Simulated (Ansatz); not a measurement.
# HfS (singlet): from Hartree-Fock to the top rungs, def2-SVP

How much of the correlation energy of HfS (singlet) does each wave-function method recover here?

Program: Ansatz 0.2.0, Gaussian basis. Level of theory: def2-SVP, core rule «outside noble gas», up to 9 orbitals frozen. These are calculated values, not measurements.

The runs, in order: UHF; CCSD(T) on RHF; CCSD(T) on UHF; CISD; CCSDT(Q) on RHF; CCSDT(Q) on UHF; CCSDTQ on RHF; CASSCF and MRCISD+Q, 10 electrons in 10 orbitals; CASSCF and NEVPT2, 10 electrons in 10 orbitals.

8 further runs of the same task are left out: 4 for a known fault of the program, 4 set aside as unsound or not needed. Runs told in other sessions of the task aren't counted.

### 1 The system

The geometry is a PBE0/def2-TZVP stationary point (not a proven minimum). No spin-orbit coupling is included. Elements past krypton take def2 core potentials.

2 atoms, charge 0, spin multiplicity 1.

Atoms are counted from 1 here; the program's logs count them from 0.

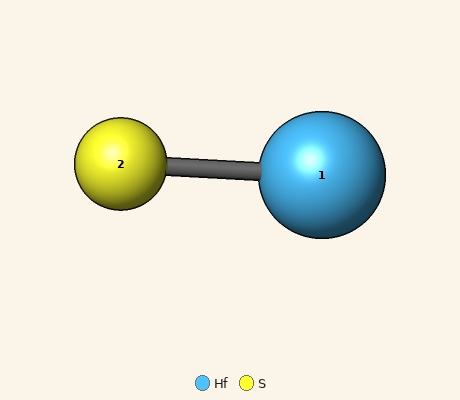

The structure; hafnium blue, sulfur yellow; atoms are numbered from 1 in the order of the file.

In the tables R marks a restricted determinant and U an unrestricted one; 'valence' is the active space of 10 electrons in 10 orbitals; energies count from the table's Hartree-Fock row.

### 2 UHF

in.yaml

```yaml
crystal:
  periodic: [false, false, false]
  atoms:
    - {symbol: Hf, position_ang: [0.000000, 0.000000, 0.000000]}
    - {symbol: S, position_ang: [0.000000, 0.000000, 2.163711]}
basis:
  gaussian: {orbitals: def2-SVP}
magnetization: {spin_polarized: true, initial_magnetization: 0}
hamiltonian: {xc: hf}
output: {orbitals: {seedname: orbitals}}
```

On the command line:

```console
$ ansatz run in.yaml --threads 1 --pin off --events-out ev --progress --plain --max-ram 4096MiB --backend cpu
```

The program printed:

```text
Functional definition: HF
  name "HF"
  cite "Fock, Z. Phys. 61, 126 (1930) doi:10.1007/BF01340294"
  parent pbe
  exchange = exact_x
  correlation = 0
482 factors; integrals over basis functions are off by at most 8.8e-4 eV
mean field evaluation 1: about -12100.9120 eV, gradient 2.2e1 eV
mean field evaluation 2: about -12100.9223 eV, gradient 2.2e1 eV
mean field evaluation 4: about -12104.8236 eV, gradient 1.3e0 eV
mean field evaluation 8: about -12104.8620 eV, gradient 1.1e-2 eV
mean field evaluation 16: about -12104.9449 eV, gradient 2.0e-1 eV
mean field evaluation 32: about -12101.3999 eV, gradient 6.4e0 eV
mean field evaluation 64: about -12104.7901 eV, gradient 8.5e-1 eV
mean field evaluation 96: about -12102.6319 eV, gradient 7.6e-1 eV
mean field evaluation 128: about -12104.0766 eV, gradient 1.1e-1 eV
mean field evaluation 160: about -12103.2997 eV, gradient 5.2e-1 eV
mean field -12104.94785519 eV, -444.8486286499 hartree, gradient 1.1e-5 eV, S^2 0.495985; 6 other end points of the search recorded, 0 dependent functions left out
reference -12104.94785519 eV, -444.8486286499 hartree; 14, 14 occupied and 36, 36 virtual orbitals, 482 factors
Total energy: -12104.94785519 eV, -444.8486286499 hartree
```

Run time: 2 s. Hardware: 1 thread of AMD EPYC 7R13, shared host.

From the report: ⟨S²⟩ of the determinant 0.496 (pure singlet: 0.00).

The unrestricted solution breaks the spin symmetry, so the restricted determinant is unstable here.

### 3 CCSD(T) on RHF

in.yaml

```yaml
crystal:
  periodic: [false, false, false]
  atoms:
    - {symbol: Hf, position_ang: [0.000000, 0.000000, 0.000000]}
    - {symbol: S, position_ang: [0.000000, 0.000000, 2.163711]}
basis:
  gaussian: {orbitals: def2-SVP}
magnetization: {spin_polarized: false}
correlation: {method: ccsd_t, electrons: outside_noble_gas}
```

The command is unchanged.

The program printed, shortened:

```text
Functional definition: HF
  name "HF"
  cite "Fock, Z. Phys. 61, 126 (1930) doi:10.1007/BF01340294"
  parent pbe
[...]
482 factors; integrals over basis functions are off by at most 8.8e-4 eV
[...]
mean field -12104.86203115 eV, -444.8454746745 hartree, gradient 2.1e-6 eV, S^2 0.000000; 5 other end points of the search recorded, 0 dependent functions left out; unrestricted orbitals would lower it
determinant -12104.86203115 eV, -444.8454746745 hartree, with singles and doubles -12110.84751820 eV, -445.0654372667 hartree
determinant -12101.80687355 eV, -444.7331997036 hartree, with singles and doubles -12107.34437268 eV, -444.9366990434 hartree
determinant -12100.36917517 eV, -444.6803652628 hartree, with singles and doubles -12106.10620740 eV, -444.8911973086 hartree
9 core orbitals not correlated: weight in the atoms' cores, before any rotation towards them, 0.994 or more for the frozen orbitals, at most 0.004 for the correlated occupied ones
reference -12104.86203115 eV, -444.8454746745 hartree; 5, 5 occupied and 36, 36 virtual orbitals, 482 factors
second order -5.67716588 eV of doubles, -0.00000000 eV of singles
cycle   1  -5.98732503 eV  change   -1.8e-3 eV  update   2.6e-3
[...]
cycle   9  -5.98922476 eV  change    1.0e-5 eV  update   3.9e-6
perturbative correction -0.42007284 eV, -0.0154373921 hartree
Total energy: -12111.27132875 eV, -445.0810120171 hartree
```

It took 1.4 s on 1 thread of AMD EPYC 7R13, shared host.

From the report: correlation -6.4093 eV; T1 0.035; largest double amplitude 0.12.

### 4 CCSD(T) on UHF

Changes to in.yaml since step 3:

```diff
@@ -7,3 +7,3 @@
   gaussian: {orbitals: def2-SVP}
-magnetization: {spin_polarized: false}
+magnetization: {spin_polarized: true, initial_magnetization: 0}
 correlation: {method: ccsd_t, electrons: outside_noble_gas}
```

The command is unchanged.

The program printed, shortened:

```text
Functional definition: HF
  name "HF"
  cite "Fock, Z. Phys. 61, 126 (1930) doi:10.1007/BF01340294"
  parent pbe
[...]
482 factors; integrals over basis functions are off by at most 8.8e-4 eV
[...]
mean field -12104.94785519 eV, -444.8486286499 hartree, gradient 3.1e-6 eV, S^2 0.495984; 17 other end points of the search recorded, 0 dependent functions left out
determinant -12104.94785519 eV, -444.8486286499 hartree, with singles and doubles -12110.74485242 eV, -445.0616643688 hartree
determinant -12104.07675420 eV, -444.8166162791 hartree, with singles and doubles -12109.66008455 eV, -445.0217998846 hartree
determinant -12103.27400514 eV, -444.7871157952 hartree, with singles and doubles -12108.81982709 eV, -444.9909209927 hartree
determinant -12102.79704673 eV, -444.7695878967 hartree, with singles and doubles -12107.73713894 eV, -444.9511329369 hartree
determinant -12102.79479638 eV, -444.7695051980 hartree, with singles and doubles -12107.73730678 eV, -444.9511391052 hartree
determinant -12102.24386593 eV, -444.7492588773 hartree, with singles and doubles -12107.05957780 eV, -444.9262330244 hartree
determinant -12104.86203115 eV, -444.8454746745 hartree, with singles and doubles -12110.84754621 eV, -445.0654382959 hartree
9 core orbitals not correlated: weight in the atoms' cores, before any rotation towards them, 0.994 or more for the frozen orbitals, at most 0.004 for the correlated occupied ones
reference -12104.94785519 eV, -444.8486286499 hartree; 5, 5 occupied and 36, 36 virtual orbitals, 482 factors
second order -5.44960099 eV of doubles, -0.00000000 eV of singles
cycle   1  -5.80529021 eV  change   -8.3e-3 eV  update   1.4e-2
[...]
cycle  12  -5.86765168 eV  change   -3.8e-6 eV  update   1.0e-5
perturbative correction -0.41986062 eV, -0.0154295930 hartree
Total energy: -12111.23536748 eV, -445.0796904649 hartree
```

It took 13 s on 1 thread of AMD EPYC 7R13, shared host.

From the report: ⟨S²⟩ of the determinant 0.496 (pure singlet: 0.00); correlation -6.2875 eV; T1 0.083; largest double amplitude 0.13.

### 5 CISD

in.yaml

```yaml
crystal:
  periodic: [false, false, false]
  atoms:
    - {symbol: Hf, position_ang: [0.000000, 0.000000, 0.000000]}
    - {symbol: S, position_ang: [0.000000, 0.000000, 2.163711]}
basis:
  gaussian: {orbitals: def2-SVP}
correlation: {active_space: {ras: {orbitals: [5, 0, 36], electrons: 10, max_holes: 2, max_particles: 2}, fixed_orbitals: true}}
```

Same command.

The program printed:

```text
Functional definition: HF
  name "HF"
  cite "Fock, Z. Phys. 61, 126 (1930) doi:10.1007/BF01340294"
  parent pbe
  exchange = exact_x
  correlation = 0
482 factors; integrals over basis functions are off by at most 8.8e-4 eV
mean field evaluation 1: about -12100.9120 eV, gradient 3.1e1 eV
mean field evaluation 2: about -12100.9223 eV, gradient 3.1e1 eV
mean field evaluation 4: about -12104.8236 eV, gradient 1.9e0 eV
mean field evaluation 8: about -12104.8611 eV, gradient 1.9e-1 eV
mean field evaluation 16: about -12087.0925 eV, gradient 1.6e1 eV
mean field evaluation 32: about -12100.4656 eV, gradient 1.2e0 eV
mean field -12104.86203115 eV, -444.8454746745 hartree, gradient 2.1e-6 eV, S^2 0.000000; 4 other end points of the search recorded, 0 dependent functions left out
reference -12104.86203115 eV, -444.8454746745 hartree; 14, 14 occupied and 36, 36 virtual orbitals, 482 factors
state -12110.31304489 eV, -445.0457957348 hartree
Total energy: -12110.31304489 eV, -445.0457957348 hartree
```

Wall time 1.8 s (1 thread of AMD EPYC 7R13, shared host).

From the report: 12,149 determinants.

### 6 CCSDT(Q) on RHF

in.yaml

```yaml
crystal:
  periodic: [false, false, false]
  atoms:
    - {symbol: Hf, position_ang: [0.000000, 0.000000, 0.000000]}
    - {symbol: S, position_ang: [0.000000, 0.000000, 2.163711]}
basis:
  gaussian: {orbitals: def2-SVP}
magnetization: {spin_polarized: false}
correlation: {method: ccsdt_q, electrons: outside_noble_gas}
```

Same command.

The program printed, shortened:

```text
Functional definition: HF
  name "HF"
  cite "Fock, Z. Phys. 61, 126 (1930) doi:10.1007/BF01340294"
  parent pbe
[...]
852 factors; integrals over basis functions are off by at most 2.0e-7 eV
[...]
mean field -12104.86208830 eV, -444.8454767748 hartree, gradient 1.8e-6 eV, S^2 0.000000; 5 other end points of the search recorded, 0 dependent functions left out; unrestricted orbitals would lower it
determinant -12104.86208830 eV, -444.8454767748 hartree, with singles and doubles -12110.84760604 eV, -445.0654404946 hartree
determinant -12101.80694035 eV, -444.7332021585 hartree, with singles and doubles -12107.34446601 eV, -444.9367024731 hartree
determinant -12100.36924356 eV, -444.6803677759 hartree, with singles and doubles -12106.10629889 eV, -444.8912006707 hartree
9 core orbitals not correlated: weight in the atoms' cores, before any rotation towards them, 0.994 or more for the frozen orbitals, at most 0.004 for the correlated occupied ones
reference -12104.86208830 eV, -444.8454767748 hartree; 5, 5 occupied and 36, 36 virtual orbitals, 852 factors
second order -5.67721283 eV of doubles, -0.00000000 eV of singles
cycle   1  -5.57778520 eV  change    9.9e-2 eV  update   1.7e-1
[...]
cycle  19  -6.43166704 eV  change   -1.2e-6 eV  update   1.0e-6
perturbative correction -0.02293022 eV, -0.0008426700 hartree
Total energy: -12111.31668555 eV, -445.0826788488 hartree
```

Run time: 8 s. Hardware: 1 thread of AMD EPYC 7R13, shared host.

From the report: correlation -6.4546 eV; T1 0.036; largest double amplitude 0.15.

### 7 CCSDT(Q) on UHF

Changes to in.yaml since step 6:

```diff
@@ -7,3 +7,3 @@
   gaussian: {orbitals: def2-SVP}
-magnetization: {spin_polarized: false}
+magnetization: {spin_polarized: true, initial_magnetization: 0}
 correlation: {method: ccsdt_q, electrons: outside_noble_gas}
```

On the command line:

```console
$ ansatz run in.yaml --threads 2 --pin off --events-out ev --progress --plain --max-ram 24576MiB --backend cuda --devices 0, --max-vram 18GiB
```

The program printed, shortened:

```text
Functional definition: HF
  name "HF"
  cite "Fock, Z. Phys. 61, 126 (1930) doi:10.1007/BF01340294"
  parent pbe
[...]
852 factors; integrals over basis functions are off by at most 2.0e-7 eV
[...]
mean field -12104.94791417 eV, -444.8486308173 hartree, gradient 3.1e-6 eV, S^2 0.495989; 17 other end points of the search recorded, 0 dependent functions left out
determinant -12104.94791417 eV, -444.8486308173 hartree, with singles and doubles -12110.74493810 eV, -445.0616675174 hartree
determinant -12104.07681137 eV, -444.8166183801 hartree, with singles and doubles -12109.66015998 eV, -445.0218026568 hartree
determinant -12103.27407319 eV, -444.7871182958 hartree, with singles and doubles -12108.81992016 eV, -444.9909244130 hartree
determinant -12102.79709315 eV, -444.7695896027 hartree, with singles and doubles -12107.73722940 eV, -444.9511362613 hartree
determinant -12102.79484292 eV, -444.7695069083 hartree, with singles and doubles -12107.73739732 eV, -444.9511424322 hartree
determinant -12102.24394782 eV, -444.7492618867 hartree, with singles and doubles -12107.05969516 eV, -444.9262373375 hartree
determinant -12104.86208830 eV, -444.8454767748 hartree, with singles and doubles -12110.84763273 eV, -445.0654414754 hartree
9 core orbitals not correlated: weight in the atoms' cores, before any rotation towards them, 0.994 or more for the frozen orbitals, at most 0.004 for the correlated occupied ones
reference -12104.94791417 eV, -444.8486308173 hartree; 5, 5 occupied and 36, 36 virtual orbitals, 852 factors
second order -5.44963706 eV of doubles, -0.00000000 eV of singles
cycle   1  -5.37199203 eV  change    7.8e-2 eV  update   1.7e-1
[...]
cycle  30  -6.31766721 eV  change    7.4e-8 eV  update   5.6e-7
perturbative correction -0.02789366 eV, -0.0010250732 hartree
Total energy: -12111.29347504 eV, -445.0818258783 hartree
```

It took 15 s on 1 × H100 (card shared with other runs) with 2 threads of AMD EPYC 7R13, shared host; peak host memory 0.82 GiB.

From the report: ⟨S²⟩ of the determinant 0.496 (pure singlet: 0.00); correlation -6.3456 eV; T1 0.097; largest double amplitude 0.16.

### 8 CCSDTQ on RHF

in.yaml

```yaml
crystal:
  periodic: [false, false, false]
  atoms:
    - {symbol: Hf, position_ang: [0.000000, 0.000000, 0.000000]}
    - {symbol: S, position_ang: [0.000000, 0.000000, 2.163711]}
basis:
  gaussian: {orbitals: def2-SVP}
magnetization: {spin_polarized: false}
correlation: {method: ccsdtq, electrons: outside_noble_gas}
```

The command is unchanged.

The program printed, shortened:

```text
Functional definition: HF
  name "HF"
  cite "Fock, Z. Phys. 61, 126 (1930) doi:10.1007/BF01340294"
  parent pbe
[...]
852 factors; integrals over basis functions are off by at most 2.0e-7 eV
[...]
mean field -12104.86208830 eV, -444.8454767748 hartree, gradient 1.8e-6 eV, S^2 0.000000; 5 other end points of the search recorded, 0 dependent functions left out; unrestricted orbitals would lower it
determinant -12104.86208830 eV, -444.8454767748 hartree, with singles and doubles -12110.84760492 eV, -445.0654404533 hartree
determinant -12101.80694035 eV, -444.7332021585 hartree, with singles and doubles -12107.34446359 eV, -444.9367023840 hartree
determinant -12100.36924356 eV, -444.6803677759 hartree, with singles and doubles -12106.10629636 eV, -444.8912005778 hartree
9 core orbitals not correlated: weight in the atoms' cores, before any rotation towards them, 0.994 or more for the frozen orbitals, at most 0.004 for the correlated occupied ones
reference -12104.86208830 eV, -444.8454767748 hartree; 5, 5 occupied and 36, 36 virtual orbitals, 852 factors
second order -5.67721283 eV of doubles, -0.00000000 eV of singles
cycle   1  -5.57778751 eV  change    9.9e-2 eV  update   1.7e-1
[...]
cycle  24  -6.45104234 eV  change   -2.0e-7 eV  update   8.2e-7
Total energy: -12111.31313064 eV, -445.0825482082 hartree
```

Run time: 25 s. Hardware: 1 × H100 (card shared with other runs) with 2 threads of AMD EPYC 7R13, shared host; peak host memory 0.81 GiB.

From the report: correlation -6.4510 eV; T1 0.034; largest double amplitude 0.15.

### 9 CASSCF and MRCISD+Q, 10 electrons in 10 orbitals

in.yaml

```yaml
crystal:
  periodic: [false, false, false]
  atoms:
    - {symbol: Hf, position_ang: [0.000000, 0.000000, 0.000000]}
    - {symbol: S, position_ang: [0.000000, 0.000000, 2.163711]}
basis:
  gaussian: {orbitals: def2-SVP}
correlation: {method: fic_mrcisd_q, electrons: outside_noble_gas, active_space: {window: {electrons: 10, orbitals: 10}, shells: [{species: Hf, l: s, shell: 6}, {species: Hf, l: d, shell: 5}, {species: S, l: s, shell: 3}, {species: S, l: p, shell: 3}]}}
```

Same command.

The program printed, shortened:

```text
Functional definition: HF
  name "HF"
  cite "Fock, Z. Phys. 61, 126 (1930) doi:10.1007/BF01340294"
  parent pbe
[...]
852 factors; integrals over basis functions are off by at most 2.0e-7 eV
[...]
mean field -12104.86208830 eV, -444.8454767748 hartree, gradient 1.8e-6 eV, S^2 0.000000; 4 other end points of the search recorded, 0 dependent functions left out; unrestricted orbitals would lower it
reference -12104.86208830 eV, -444.8454767748 hartree; 14, 14 occupied and 36, 36 virtual orbitals, 852 factors
state -12107.14243153 eV, -444.9292778428 hartree
contracted CI cycle   1: correlation 0.00000000 eV, 0.0000000000 hartree, residual 1.50e1 eV
contracted CI cycle   2: correlation -3.61944567 eV, -0.1330121749 hartree, residual 3.21e0 eV
contracted CI cycle   3: correlation -3.79699678 eV, -0.1395370580 hartree, residual 7.84e-1 eV
contracted CI cycle   4: correlation -3.81027485 eV, -0.1400250181 hartree, residual 2.78e-1 eV
contracted CI cycle   5: correlation -3.81189844 eV, -0.1400846839 hartree, residual 1.13e-1 eV
contracted CI cycle   6: correlation -3.81215775 eV, -0.1400942135 hartree, residual 4.08e-2 eV
contracted CI cycle   7: correlation -3.81219095 eV, -0.1400954333 hartree, residual 1.40e-2 eV
contracted CI cycle   8: correlation -3.81219477 eV, -0.1400955739 hartree, residual 4.57e-3 eV
contracted CI cycle   9: correlation -3.81219519 eV, -0.1400955894 hartree, residual 1.58e-3 eV
state -12107.14243153 eV, -444.9292778428 hartree; corrected -12111.25428865 eV, -445.0803858047 hartree
Total energy: -12111.25428865 eV, -445.0803858047 hartree
Checks for a lower state left out: starts, orbital_swaps
```

It took 16 s on 1 × H100 (card shared with other runs) with 2 threads of AMD EPYC 7R13, shared host; peak host memory 0.86 GiB.

From the report: 15,912 determinants; active occupations 2.00, 1.96, 1.96, 1.96, 1.86, 0.07, 0.07, 0.05, 0.05, 0.04.

### 10 CASSCF and NEVPT2, 10 electrons in 10 orbitals

in.yaml

```yaml
crystal:
  periodic: [false, false, false]
  atoms:
    - {symbol: Hf, position_ang: [0.000000, 0.000000, 0.000000]}
    - {symbol: S, position_ang: [0.000000, 0.000000, 2.163711]}
basis:
  gaussian: {orbitals: def2-SVP}
correlation: {method: sc_nevpt2, electrons: outside_noble_gas, active_space: {window: {electrons: 10, orbitals: 10}, shells: [{species: Hf, l: s, shell: 6}, {species: Hf, l: d, shell: 5}, {species: S, l: s, shell: 3}, {species: S, l: p, shell: 3}]}}
```

On the command line:

```console
$ ansatz run in.yaml --threads 1 --pin off --events-out ev --progress --plain --max-ram 4096MiB --backend cpu
```

The program printed, shortened:

```text
Functional definition: HF
  name "HF"
  cite "Fock, Z. Phys. 61, 126 (1930) doi:10.1007/BF01340294"
  parent pbe
[...]
852 factors; integrals over basis functions are off by at most 2.0e-7 eV
[...]
mean field -12104.86208830 eV, -444.8454767748 hartree, gradient 1.8e-6 eV, S^2 0.000000; 4 other end points of the search recorded, 0 dependent functions left out; unrestricted orbitals would lower it
reference -12104.86208830 eV, -444.8454767748 hartree; 14, 14 occupied and 36, 36 virtual orbitals, 852 factors
state -12107.14243153 eV, -444.9292778428 hartree
state -12107.14243153 eV, -444.9292778428 hartree; corrected -12110.33911398 eV, -445.0467537561 hartree
Total energy: -12110.33911398 eV, -445.0467537561 hartree
Checks for a lower state left out: starts, orbital_swaps
```

Wall time 9 s (1 thread of AMD EPYC 7R13, shared host).

From the report: 15,912 determinants; active occupations 2.00, 1.96, 1.96, 1.96, 1.86, 0.07, 0.07, 0.05, 0.05, 0.04.

### 11 How many determinants matter

Natural occupations of the CASSCF valence state about the gap (report; correlated orbitals 1 to 10): 1.997, 1.961, 1.955, 1.955, 1.858, 0.071, 0.071, 0.047, 0.047, 0.038. The count of effectively unpaired electrons, Σ n²(2 − n)², is 0.15; a single determinant of this spin has 0.

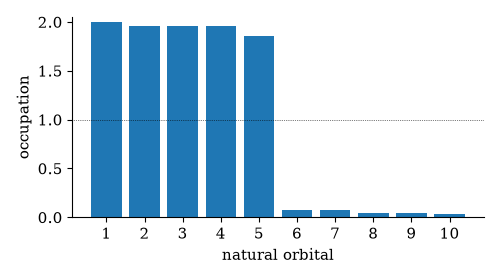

Natural occupations of the CASSCF valence state.

### 12 Misses and costs

The yardstick is RCCSDTQ, where the cluster series has nearly closed. Rows without a time are mean-field rows or come out of runs for another level: lower rungs of the coupled-cluster runs, CASSCF and MRCISD of the multireference runs, or the Hartree-Fock search.

| method | energy from the lowest RHF (meV) | from RCCSDTQ (meV) | time |
| --- | --- | --- | --- |
| RHF | 0.0 | +6451.1 |  |
| UHF | -85.8 | +6365.3 |  |
| RMP2 | -5677.2 | +773.9 |  |
| UMP2 | -5535.4 | +915.7 |  |
| RCCSD | -5989.2 | +461.9 |  |
| UCCSD | -5953.5 | +497.6 |  |
| RCCSD(T) | -6409.3 | +41.8 | 1.4 s |
| UCCSD(T) | -6373.3 | +77.8 | 13 s |
| RCCSDT | -6431.7 | +19.4 |  |
| UCCSDT | -6403.6 | +47.5 |  |
| RCCSDT(Q) | -6454.7 | -3.6 | 8 s |
| UCCSDT(Q) | -6431.4 | +19.7 | 15 s (GPU) |
| RCCSDTQ | -6451.1 | 0 | 25 s (GPU) |
| CASSCF valence | -2280.4 | +4170.7 |  |
| NEVPT2 valence | -5477.1 | +974.0 | 9 s |
| MRCISD valence | -6092.6 | +358.5 |  |
| MRCISD+Q valence | -6392.3 | +58.8 | 16 s (GPU) |

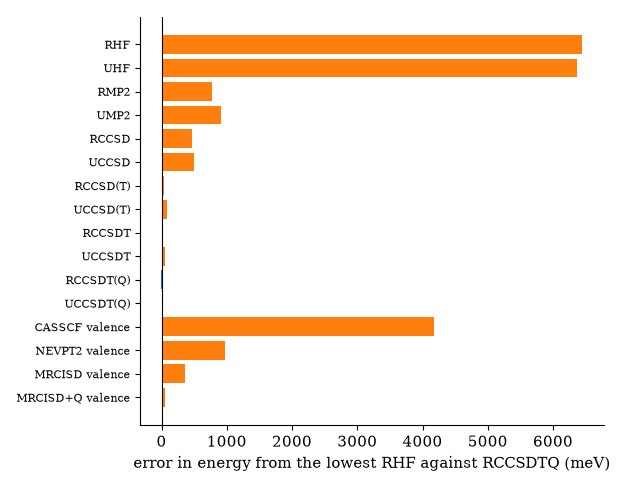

Deviations from RCCSDTQ, method by method.

Some runs used a GPU and others CPU threads alone; cost is compared among the CPU runs only.

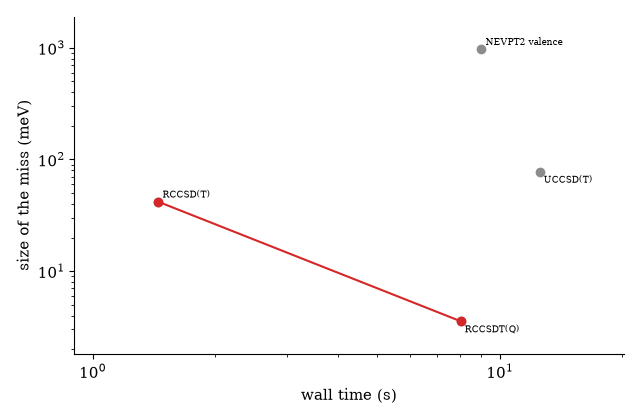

Accuracy for the time spent; red marks the levels that beat every quicker one drawn. Times are from a shared host.

Not comparable, so not listed: CISD (they don't share determinant, frozen orbitals or solution with the rows shown, or repeat one).

### 13 Results

| quantity | value |
| --- | --- |
| RCCSDTQ from the RHF energy | -6.4511 eV |
| RMP2 from RCCSDTQ | +773.9 meV |
| UMP2 from RCCSDTQ | +915.7 meV |
| RCCSD from RCCSDTQ | +461.9 meV |
| RCCSD(T) from RCCSDTQ | +41.8 meV |
| UCCSD(T) from RCCSDTQ | +77.8 meV |
| RCCSDT(Q) from RCCSDTQ | -3.6 meV |
| UCCSDT(Q) from RCCSDTQ | +19.7 meV |
| NEVPT2 valence from RCCSDTQ | +974.0 meV |
| MRCISD+Q valence from RCCSDTQ | +58.8 meV |
| levels within 1 kcal/mol (43 meV) | RCCSD(T), RCCSDT, RCCSDT(Q), UCCSDT(Q) |
| T1 diagnostic | 0.035 |
| effectively unpaired electrons | 0.15 |

RCCSD(T) misses by +41.8 meV, 0.6 % of the correlation energy. CCSD(T) misses by +41.8 meV on the restricted determinant and by +77.8 meV on the unrestricted one; the two need not hold the same state or core. One determinant dominates. Of the multireference levels listed MRCISD+Q valence comes nearest in total energy (+58.8 meV), which doesn't show that its space is the better one. These misses are within one basis, not against nature.

RCCSDT(Q) reaches 3.6 meV from the reference in 8 s; the quickest level in the cost chart, RCCSD(T), takes 1.4 s and misses by 41.8 meV.
